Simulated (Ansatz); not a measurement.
Formation energy of the bound charge states of C on the Al site (broken-bond start) in wurtzite AlN (start: the Al site; started 0.95 Å off site, one bond broken; 96-site cell, 2×2×2 shifted sampling) against the Fermi level, Al-rich (Δμ(Al) = 0.00 eV, Δμ(C) = -0.21 eV, bounded by Al4C3 (R-3m); only phases computed here count, gases as isolated molecules at 0 K). These are PBE, PAW (plane waves to 420 eV; Ansatz, a quantum-chemistry and plane-wave program) values and carry that method's errors.

Details: 96-site cell; 2×2×2 shifted k-points; host gap 4.03 eV; charged states image-corrected; finite-size errors of tenths of an eV; flagged in the runs: a host whose relaxation on this sampling wasn't shown to rest, a strain field that reaches the edge of the cell.

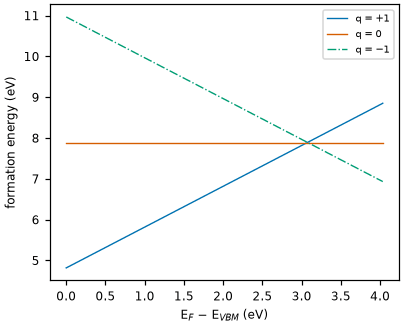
Fig. 1. Formation energy of each charge state against the Fermi level

Crossings of the lowest lines: (+1/0) at 3.05 eV; (0/−1) at 3.10 eV. At the valence-band maximum: q = +1: 4.82 eV; q = 0: 7.87 eV; q = −1: 10.97 eV.
